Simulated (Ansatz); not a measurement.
## Electronic structure of Br2ClGa (SMILES [Cl][Ga]([Br])[Br]) in real space

The calculation's input:

```
crystal:
  periodic: [false, false, false]
  atoms:
    - {symbol: Cl, position_ang: [0.753062, 0.653327, 1.895387]}
    - {symbol: Ga, position_ang: [0.023709, -0.006162, 0.020228]}
    - {symbol: Br, position_ang: [0.258713, -2.173100, -0.568930]}
    - {symbol: Br, position_ang: [-0.979984, 1.465734, -1.366884]}
basis:
  gaussian: {orbitals: def2-TZVPP}
hamiltonian: {xc: pbe0, dispersion: d4}
output: {orbitals: {seedname: orbitals}}
```

Run with:

```sh
ansatz run in.yaml --threads 2 --pin off --events-out ev --progress --plain --max-ram 22528MiB --backend cpu
```

Geometry: PBE0-D4/def2-TZVP.

These are results of RKS PBE0-D4/def2-TZVPP (Ansatz), not measurements.

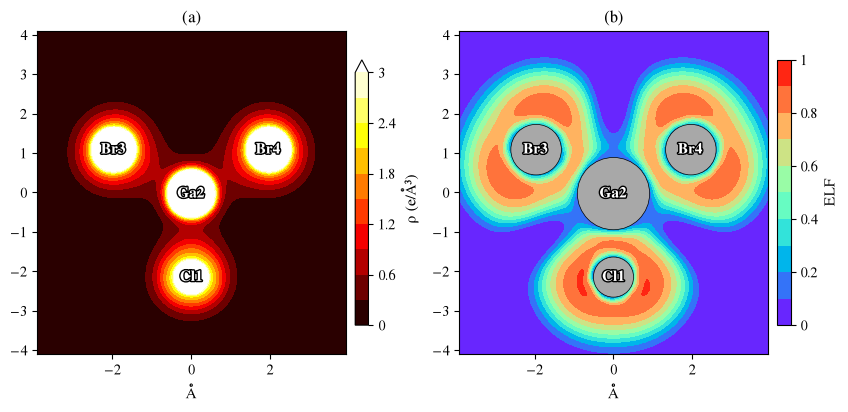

Figure 1. (a) electron density; (b) ELF on the molecular plane. Grey discs cover the atomic cores in the ELF map.

Read the bonding off the picture.

The section cuts through Cl, Ga and Br sites. Ga–Cl (2.12 Å): ρ is about 0.76 e/Å³ halfway; the ELF peaks at about 0.85 in the valence shell of Cl, 0.8 Å from its nucleus, and is about 0.60 at the midpoint. Ga–Br (2.26 Å): ρ at the midpoint is about 0.69 e/Å³; the ELF peaks at about 0.75 in the valence shell of Br, 1.0 Å from its nucleus, and is about 0.70 at the midpoint. The ELF also peaks beside Cl1, Br3 and Br4, away from the bonds: lone-pair regions.

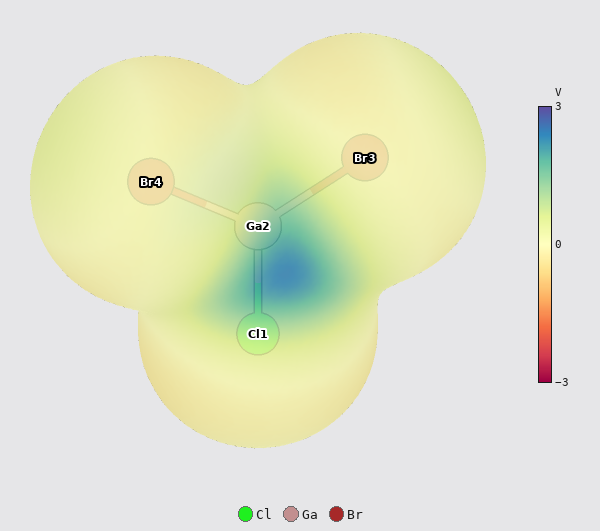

Figure 2. The electrostatic potential painted on the density surface at 0.001 e/bohr³, seen at a tilt; the colour scale runs from red (negative) to blue (positive).

Describe the electrostatic potential map.

The most negative region (about −0.3 V) lies over Cl1, the most positive (about +2.3 V) over Ga2. Br3 shows a σ-hole: about +0.4 V at the tip opposite its bond, against about −0.1 V on its flanks. Br4 shows a σ-hole: about +0.4 V at the tip opposite its bond, against about −0.1 V on its flanks.

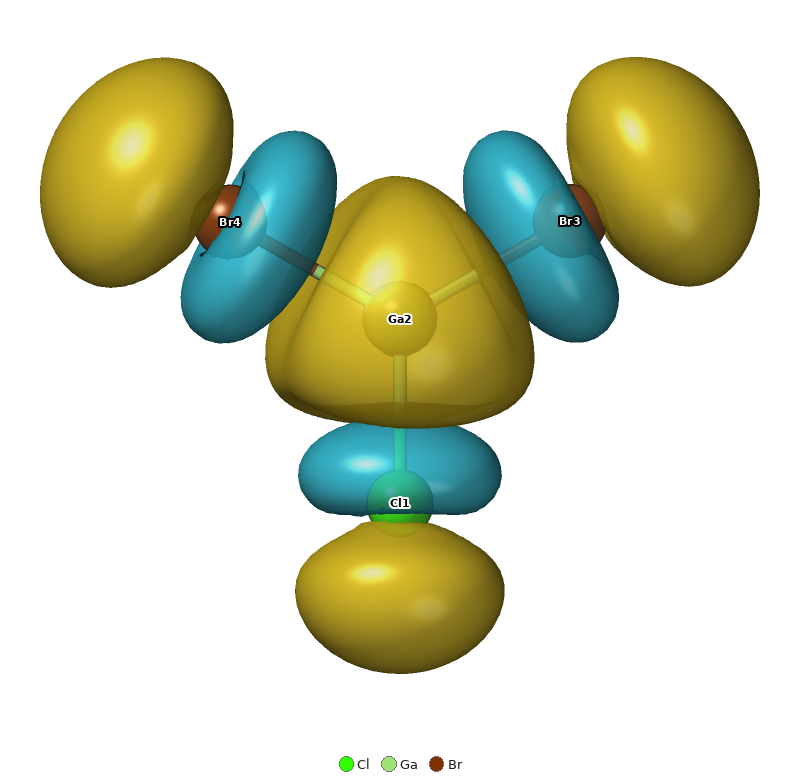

Figure 3. The LUMO at ±0.05 Å⁻³ᐟ² (yellow and cyan are the two phases), seen across its widest extent.

Where does this orbital lie, and at what energy?

Its weight (Hirshfeld) is mainly on Ga2 (about 40 %), Br3 (about 20 %), Br4 (about 20 %) and Cl1 (about 15 %); it is symmetric in the molecular plane (an in-plane orbital: σ, lone-pair or in-plane π type). Its energy is −2.14 eV.
